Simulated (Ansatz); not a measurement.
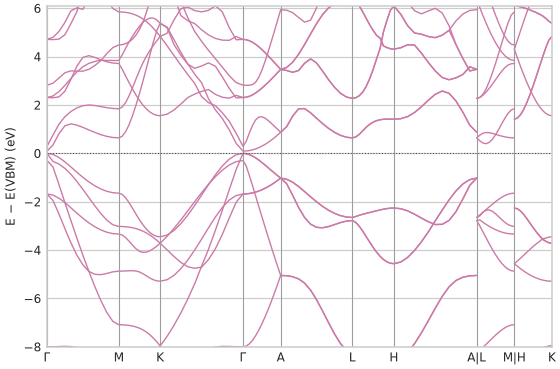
Figure: Band structure from DFT-r²SCAN in the program Ansatz with PAW potentials

Question: Read off the gap and where the band edges lie.

Answer: About 0.1 eV (0.09 eV by a search for the band edges); maximum at Γ, minimum at Γ.

Question: Pick the material that matches.
A) InP, P6_3mc (In on 2b, P on 2b, In on 2a, P on 2a)
B) ZnS, NiAs type
C) Ge, P6_3/mmc (Ge on 4f)

Answer: C, Ge, P6_3/mmc (Ge on 4f)

The first step of the workflow began from a Materials Project structure, measured or hypothetical; the Crystallography Open Database copy checked does not list it. It is not the phase usual at ambient conditions (space group No. 227). The r²SCAN relaxation kept the symmetry of its start; of distortions, only those at the zone centre were tested. Scalar-relativistic: spin–orbit coupling is off unless named, which matters more the heavier the elements.

Potentials: the later of the program's two PAW sets.
